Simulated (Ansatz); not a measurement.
# AlN (P6_3mc): equation of state with a fit in Python

A script is to give an equation of state with a fit; the system is AlN (P6_3mc).

The COD entry's cell or inner coordinates are ideal or old and differ from later refinements, so a difference from it is no clean test against experiment.

Computed with the Python package of Ansatz 0.2.0. Level of theory: DFT LDA, plane waves, PAW.

## (1) Starting point

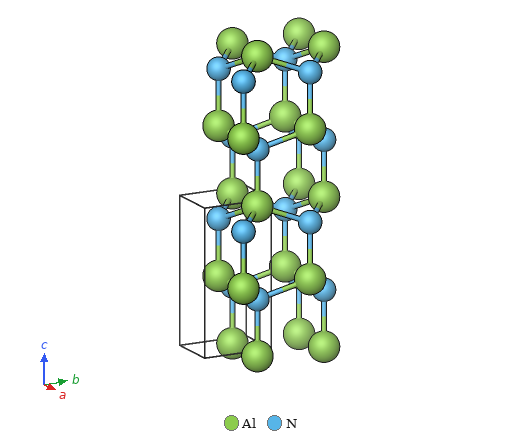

The starting structure, viewed slightly off an axis; aluminium green, nitrogen blue. 2×2×2 cells are drawn. Atoms on cell faces are repeated.

No structure file is read: the coordinates are typed or built in the script.

## (2) The code

The input, eos_aln.py:

```python
"""Energy against volume for AlN, with a fit."""

import warnings

import ansatz as az
import numpy as np

SMEARING = "Fixed"
XC = "lda"
CUTOFF = 500
MESH = (7, 7, 4)

VECTORS = np.array([
    [3.113, 0.0, 0.0],
    [-1.5565, 2.69593708, 0.0],
    [0.0, 0.0, 4.981],
])
SITES = [
    ("Al", [1 / 3, 2 / 3, 0.0]),
    ("Al", [2 / 3, 1 / 3, 0.5]),
    ("N", [1 / 3, 2 / 3, 0.38]),
    ("N", [2 / 3, 1 / 3, 0.88]),
]


def crystal_on(cell):
    crystal = az.Crystal(lattice=az.Lattice.of(cell))
    for symbol, position in SITES:
        crystal = crystal.atom(symbol, position)
    return crystal

warnings.simplefilter("ignore", az.DeckWarning)

# scale the volume, keep shape and fractions
volumes, energies = [], []
for scale in np.linspace(0.88, 1.12, 7):
    cell = VECTORS * scale ** (1 / 3)
    job = crystal_on(cell).calculation().occupations(SMEARING).functional(XC).basis(CUTOFF).kpoints(*MESH)
    r = job.run(threads=1).report
    volumes.append(abs(np.linalg.det(cell)) / len(SITES))
    energies.append(r["free_energy_ev"] / len(SITES))
    print(f"V = {volumes[-1]:8.4f} A^3/atom  F = {energies[-1]:.5f} eV/atom")

# third-order Birch-Murnaghan: a cubic in V^(-2/3)
x = np.array(volumes) ** (-2 / 3)
poly = np.polynomial.Polynomial.fit(x, energies, 3).convert()
roots = poly.deriv().roots()
x0 = min((r.real for r in roots if abs(r.imag) < 1e-9 and poly.deriv(2)(r.real) > 0), key=lambda r: abs(r - x.mean()))
v0 = x0 ** -1.5
b0 = 4 / 9 * poly.deriv(2)(x0) * v0 ** (-7 / 3) * 160.21766
b1 = 4 + 2 / 3 * x0 * poly.deriv(3)(x0) / poly.deriv(2)(x0)
print(f"V0 = {v0:.4f} A^3/atom, B0 = {b0:.1f} GPa, dB/dP = {b1:.2f}")
```

## (3) Running it

The run is started by

```bash
$ python eos_aln.py
```

Output:

```text
V =   9.1966 A^3/atom  F = -444.85268 eV/atom
V =   9.6146 A^3/atom  F = -444.90613 eV/atom
V =  10.0327 A^3/atom  F = -444.92945 eV/atom
V =  10.4507 A^3/atom  F = -444.92811 eV/atom
V =  10.8687 A^3/atom  F = -444.90657 eV/atom
V =  11.2868 A^3/atom  F = -444.86847 eV/atom
V =  11.7048 A^3/atom  F = -444.81684 eV/atom
V0 = 10.2130 A^3/atom, B0 = 210.9 GPa, dB/dP = 3.88
```

Wall time 6.9 s (1 thread of Arm Neoverse V2, shared host); peak memory 0.35 GiB.

Lines on the test bed's own set-up are left out of the output.

## (4) What each run gave

The 7 runs, in the order started:

```csv
run,volume (Å³/atom),energy from run 3 (meV/atom),gap on the mesh (eV),SCF cycles,CPU time (s)
1,9.197,76.77,5.23,6,0.83
2,9.615,23.32,4.99,6,0.77
3,10.033,0.00,4.61,6,0.79
4,10.451,1.34,4.24,6,0.85
5,10.869,22.88,3.90,6,0.87
6,11.287,60.98,3.58,6,0.98
7,11.705,112.61,3.28,6,0.99
```

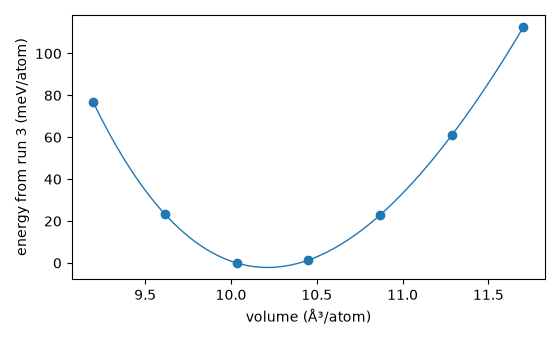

Energy against volume; the line is a third-order Birch-Murnaghan fit.

## (5) What came out

| quantity | value |
| --- | --- |
| runs compared | 7 |
| range of energy | 112.61 meV/atom |
| lowest point, volume (Å³/atom) | 10.033 |
| equilibrium volume (fit) | 10.21 Å³/atom |
| bulk modulus (fit) | 211 GPa |

A third-order Birch-Murnaghan fit through the 7 points has its minimum at 10.21 Å³ an atom, 2.3 % below the typed cell, with a bulk modulus of 211 GPa and dB/dP = 3.9. From that minimum the energy rises by 78.9 meV an atom on the compressed side and 114.8 meV on the expanded side. Reading the output:
- Shape and fractional positions are held along the curve, so the bulk modulus is an upper value where they are free to relax.
- Of the deposited cell: the entry's cell lengths or inner coordinates differ somewhat from later room-temperature determinations.
